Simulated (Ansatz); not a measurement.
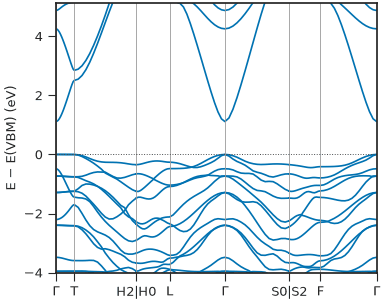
Fig. 1. Band structure from the program Ansatz at the PBE level (PAW)

**Question.** Read off the gap and where the band edges lie.

**Answer.** About 1.1 eV (1.11 eV by a search for the band edges); maximum at Γ, minimum at Γ.

The material is ZnInGaO4 in space group R3m (No. 160; Pearson symbol hR7).

The PBE relaxation kept the symmetry of its start. Scalar-relativistic: spin–orbit coupling is off unless named, which matters more the heavier the elements.

Potentials: the earlier of the program's two PAW sets.
